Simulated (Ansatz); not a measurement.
Consider Ti₇Al.

Input file:

```
crystal:
  lattice:
    - [-2.9027389667, -5.0276913772, 0.0]
    - [5.7587229545, 0.0269940054, -0.0288622248]
    - [-0.0457882075, 0.0264358339, 9.147979612]
  atoms:
    - { symbol: Al, position: [0.1676878382, 0.8353756764, 0.1262940472] }
    - { symbol: Ti, position: [0.1650395211, 0.8300790423, 0.6220252585] }
    - { symbol: Ti, position: [0.1599578921, 0.3293819059, 0.1273986045] }
    - { symbol: Ti, position: [0.1695692789, 0.3305414136, 0.6249612974] }
    - { symbol: Ti, position: [0.6685290972, 0.8370581944, 0.1207084648] }
    - { symbol: Ti, position: [0.6628106166, 0.8256212331, 0.630104305] }
    - { symbol: Ti, position: [0.6694240138, 0.3293819059, 0.1273986045] }
    - { symbol: Ti, position: [0.6609721347, 0.3305414136, 0.6249612974] }
    - { symbol: Al, position: [0.3323121618, 0.1646243236, 0.3737059528] }
    - { symbol: Ti, position: [0.3349604789, 0.1699209577, 0.8779747415] }
    - { symbol: Ti, position: [0.3400421079, 0.6706180941, 0.3726013955] }
    - { symbol: Ti, position: [0.3304307211, 0.6694585864, 0.8750387026] }
    - { symbol: Ti, position: [0.8314709028, 0.1629418056, 0.3792915352] }
    - { symbol: Ti, position: [0.8371893834, 0.1743787669, 0.869895695] }
    - { symbol: Ti, position: [0.8305759862, 0.6706180941, 0.3726013955] }
    - { symbol: Ti, position: [0.8390278653, 0.6694585864, 0.8750387026] }
basis:
  ecutwfc: 420
kpoints:
  mp_grid: { grid: [9, 9, 4] }
  band_path:
    path: [[0.0, 0.0, 0.0], [0.0, 0.0, -0.5], [0.33333333, 0.33333333, 0.0]]
    npoints: 1
hamiltonian:
  xc: pbesol
scf:
  occupations: { method: gaussian, width: 0.1 }
  n_extra_bands: 11
output:
  forces: true
  stress: true
  eigenvalues: true
  write_density: true
  write_potential: true
  elf: true
  volumetric_format: npy
```

Command:

```sh
ansatz run input.yaml --threads 4 --pin off --max-ram 10240MiB --backend cpu --events-out ev --progress --plain --runs-dir out
```

Below, planes, directions and counts refer to the conventional cell (a = 9.95 Å, b = 5.81 Å, c = 9.15 Å, α = 90.00°, β = 90.66°, γ = 90.00°).

Space group C2/m; a generated structure, not necessarily the stable one; computed without spin polarisation.

The calculation used Ansatz 0.2.0, DFT PBEsol, scalar-relativistic, plane waves, PAW.

### Predict the valence pseudo-density and electron localisation function between the atoms.

Ti–Al (2.87 Å): ρ is about 0.2 e/Å³ halfway; the ELF is about 0.35 at the midpoint.
Ti–Ti (2.89 Å): ρ is about 0.2 e/Å³ halfway; the ELF is about 0.25 at the midpoint: no shared electron pair shows on this line.
The ELF has a maximum of about 0.75 in the space between the atoms, on no atom or two-centre bond.

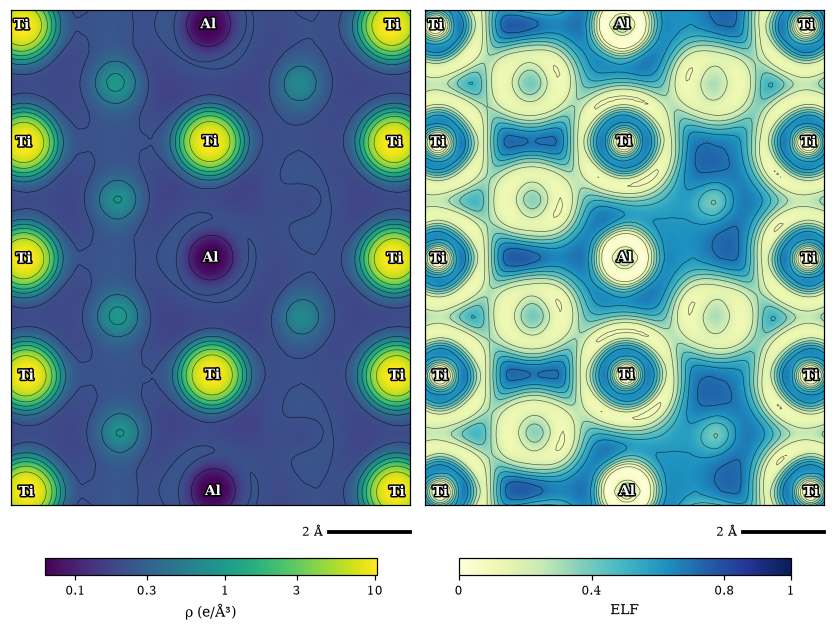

Computed valence pseudo-density and electron localisation function on the (110) plane of the conventional cell, in this order. Atoms just off the plane (Al, 0.8 Å away and Ti, 0.8 Å away) can leave unmarked features too.
